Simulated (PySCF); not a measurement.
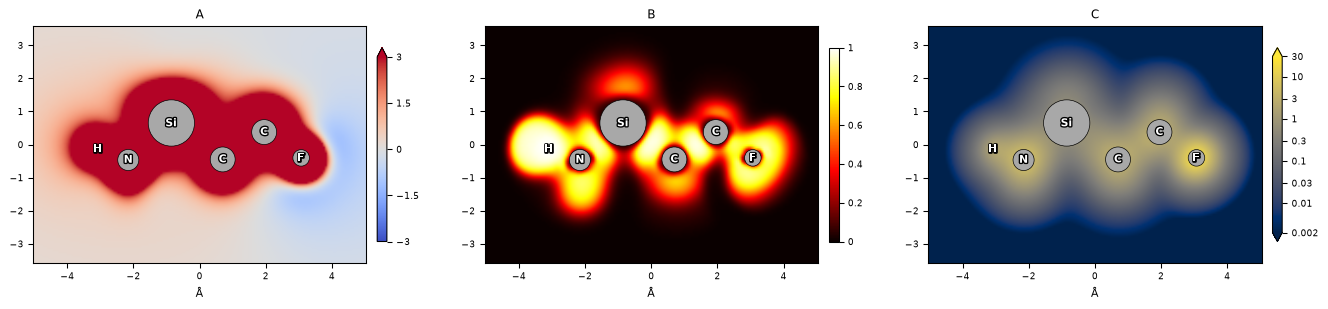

C2H7F2NSi: 3 fields on the plane of atoms C3, C4 and F6, with unlabelled colour scales. Grey discs cover the atomic cores.

Geometry: GFN2-xTB.

Method: PySCF, PBE0/pcSseg-1, SCF density, gas phase, non-relativistic.

Q: The panels show electron density, electron localisation function and electrostatic potential in some order. Assign them.

A: Panel A: electrostatic potential (strongly positive close to the atoms, with negative regions outside electron-rich atoms). Panel B: electron localisation function. Panel C: electron density. From the grid: C–F (1.36 Å): ρ is about 2.2 e/Å³ halfway, with its minimum of 1.8 e/Å³ about 0.5 Å from C; the ELF peaks at about 0.85 between the atoms; a shared but strongly polarised pair. C–C (1.50 Å): ρ is about 1.8 e/Å³ halfway; the ELF peaks at about 0.95 between the atoms; a shared electron pair.
